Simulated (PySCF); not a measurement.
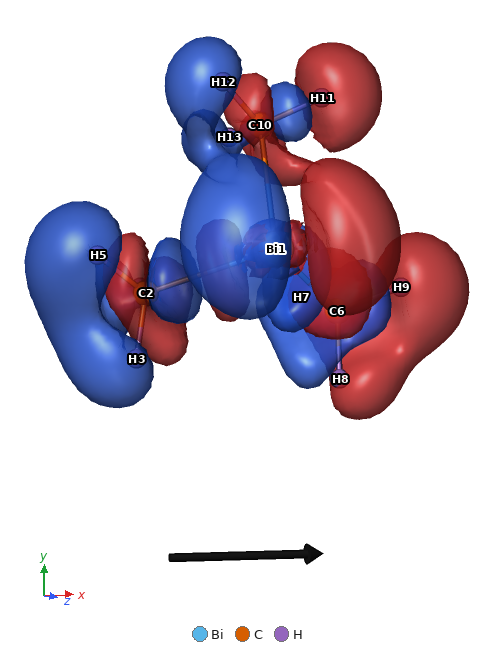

*BiMe3 (C3H9Bi). Change of the electron density in a uniform field of 0.10 V/Å along +x (arrow), surfaces at ±0.0006 e/Å³ (blue: gain, red: loss).*

Method: PBE/def2-SVPD; geometry: GFN2-xTB; program: PySCF. Core potentials replace the inner electrons of Bi; spin–orbit coupling isn't included. No frequency check shows the geometry to be a minimum. GFN2-xTB bond lengths at metals and heavier atoms can be off by up to 0.1 Å and shapes distorted, which carries into these values.

What dipole is induced, and what polarisability does it imply?

The induced dipole is 0.48 D (along the field); α along this axis, from the fields in both directions, is 94 bohr³ (14.0 Å³).

Which atoms gain and lose the most charge?

Electrons gather most on H5 (Hirshfeld charge changes by −0.005 e) and leave H9 most (+0.005 e); 0.038 electrons are displaced in all.
